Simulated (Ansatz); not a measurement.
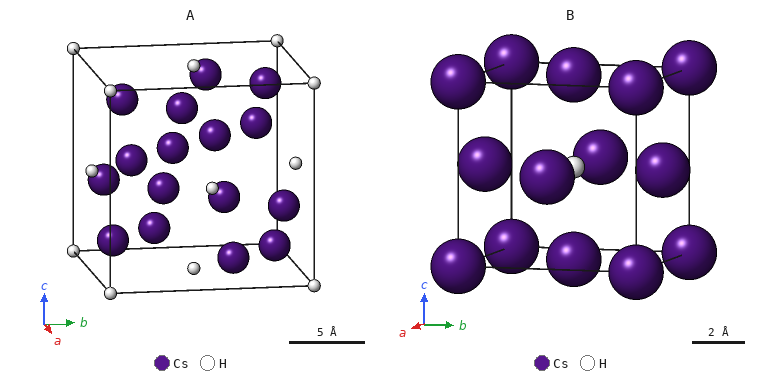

Two structures of Cs4H, each relaxed to rest (conventional cells in solid outline, small ones repeated, not to one scale). Method: DFT PBE, scalar-relativistic, plane waves, PAW in Ansatz 0.2.0, without spin polarisation.

**Which two forms are compared?**

A: 20 atoms a cell on a face-centred cubic lattice, F-43m. B: 5 atoms a cell on a primitive cubic lattice, Pm-3m.

**Compare their energies: which is lower?**

B is lower, by 410 meV/atom at this level of theory (energies at zero smearing). Volumes: A 136.0, B 76.0 Å³/atom.

One or both may be structure types tried for this composition rather than known phases.
